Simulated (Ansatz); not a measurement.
# AlH$_{5}$O$_{3}$Si: what the fields show

Input

```
crystal:
  periodic: [false, false, false]
  atoms:
    - {symbol: Al, position_ang: [0.580725, -0.587203, 0.922654]}
    - {symbol: O, position_ang: [0.123989, -2.007779, 1.723513]}
    - {symbol: O, position_ang: [2.006921, 0.202230, 1.375240]}
    - {symbol: O, position_ang: [-0.355531, 0.065509, -0.322389]}
    - {symbol: Si, position_ang: [-0.927460, 1.017114, -1.535817]}
    - {symbol: H, position_ang: [-0.665198, -2.514652, 1.529295]}
    - {symbol: H, position_ang: [2.583652, -0.114953, 2.071664]}
    - {symbol: H, position_ang: [-2.100902, 0.355623, -2.184202]}
    - {symbol: H, position_ang: [-1.368447, 2.342843, -1.003244]}
    - {symbol: H, position_ang: [0.122252, 1.241259, -2.576704]}
basis:
  gaussian: {orbitals: def2-TZVP, initial_orbitals: start.molden}
hamiltonian: {xc: pbe0, dispersion: d4}
scf: {omitted_lower_state_checks: [starts]}
output: {forces: true, orbitals: {seedname: orbitals}}
```

Launched as:

```sh
ansatz run in.yaml --threads 2 --pin off --events-out ev --progress --plain --max-ram 32768MiB --backend cpu
```

Geometry: PBE0-D4/def2-SVP.

Level of theory: Ansatz 0.2.0, RKS PBE0-D4/def2-TZVP.

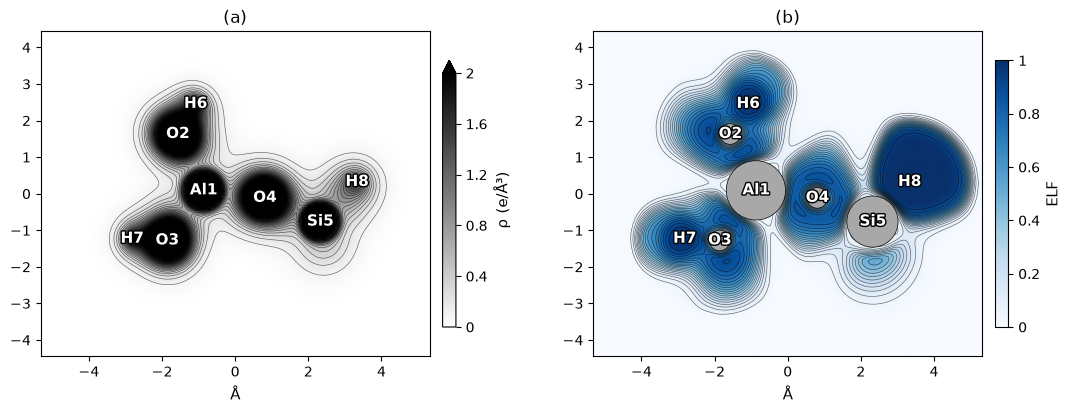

Figure 1. (a) electron density; (b) ELF on the plane of atoms Al1, O3 and H7. Grey discs cover the atomic cores in the ELF map.

### What does the map show?

Atoms in the plane: Al, O, Si and H. Si–O (1.64 Å): ρ is about 1.1 e/Å³ halfway; the ELF peaks at about 0.85 between the atoms, as expected for a shared but strongly polarised pair. Al–O (1.69 Å): the density is about 0.89 e/Å³ at the midpoint; the ELF peaks at about 0.85 in the valence shell of O, 0.6 Å from its nucleus, and is about 0.45 at the midpoint. O–H (0.96 Å): ρ at the midpoint is about 3.8 e/Å³; the ELF climbs to about 1 towards the hydrogen, as it does in any bond to H; a covalent bond by its length. Si–H (1.49 Å): ρ is about 0.81 e/Å³ halfway; the ELF climbs to about 1 towards the hydrogen. The ELF also peaks beside O3, O4 and O2, away from the bonds: lone-pair regions.

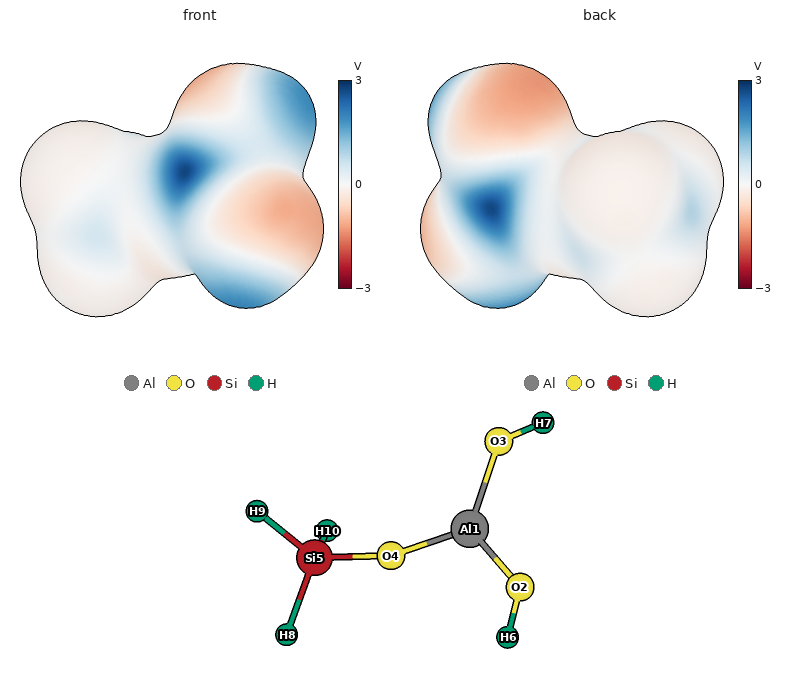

Figure 2. The electrostatic potential painted on the density surface at 0.001 e/bohr³, seen from the front and from behind; the colour scale runs from red (negative) to blue (positive). The bare structure is drawn below in the same view.

### Describe the electrostatic potential map.

The most negative region (about −1.3 V, or −30 kcal/mol for a unit charge) lies over O3, the most positive (about +2.5 V, or +58 kcal/mol for a unit charge) over Al1. O3 is the likeliest acceptor of a hydrogen bond.

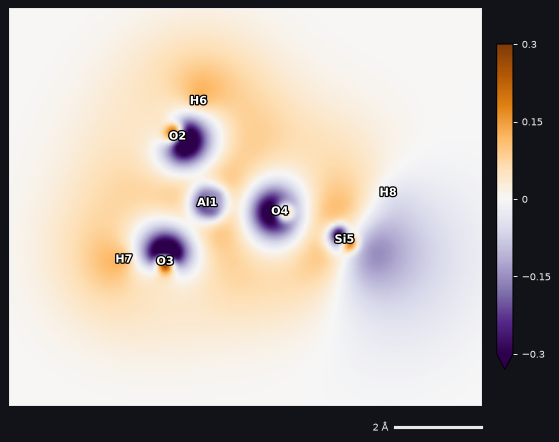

Figure 3. One frontier orbital on the plane of atoms O3, Al1 and O4 (values in Å⁻³ᐟ²; the overall sign is arbitrary).

### Which orbital is it: HOMO or LUMO?

The LUMO, at −0.68 eV. It lies mainly on Al1 (about 50 %), Si5 (about 15 %), O2 (about 10 %), O3 (about 5 %) and O4 (about 5 %).
